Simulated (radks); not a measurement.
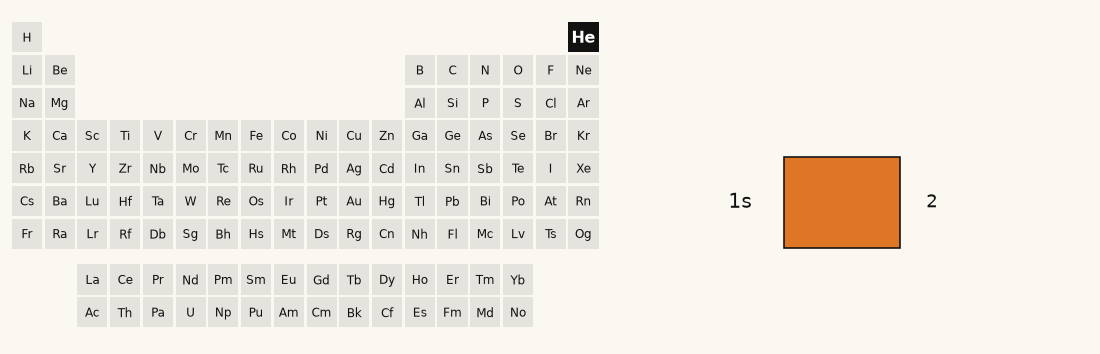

Fig. 1: Left, the place of helium in the periodic table; right, the outer shells as the input fills them: a box for each of the 2l + 1 orbitals, shaded by the share of the shell that is filled, with the electron count at the right.

## Atomic calculation, with input and output: He

System: the neutral helium atom in the configuration 1s2.
Method: Dirac Kohn-Sham, PBE, spin-unpolarised, spherical densities, point nucleus (the in-house radial solver radks).

**Input file**
```
Z 2
configuration [He]
relativity Dirac
functional pbe,pbe
spin unpolarised
j_filling energy
nucleus point
c 137.035999084
mesh_step 0.003
max_iterations 79
```

Energies in input and log are in hartree, lengths in bohr.

The run was one of a batch that the task file lists, launched with:
```bash
python <driver script> task.json out
```

**Log**
```
1s1/2   1   2.0000          -0.57930658
Etot -2.8930739638890772
Ekin 2.8563658742191995
Encl -6.730070682989522
Eh 2.026861613716126
Exc -1.0462307688348806
err 4.324883270021579e-11
it 14
```

**Outcome**

- outcome: converged
- total energy: −2.893074 hartree
- kinetic energy: 2.856366 hartree
- electron–nucleus energy: −6.730071 hartree
- Hartree energy: 2.026862 hartree
- exchange–correlation energy: −1.046231 hartree
- radius at density 0.001 e/bohr³: 2.56 bohr
- SCF iterations: 14
- hardware: 1 thread of Arm Neoverse N1, 69 GiB of memory available, shared host

**What is odd here**

A numerical setting was moved from its usual value: mesh step h = 0.003. The program ran to the end, and its total energy equals that of the same run with the usual input (−2.89307 hartree) within 10⁻⁵ hartree, so the oddity leaves no trace in it.
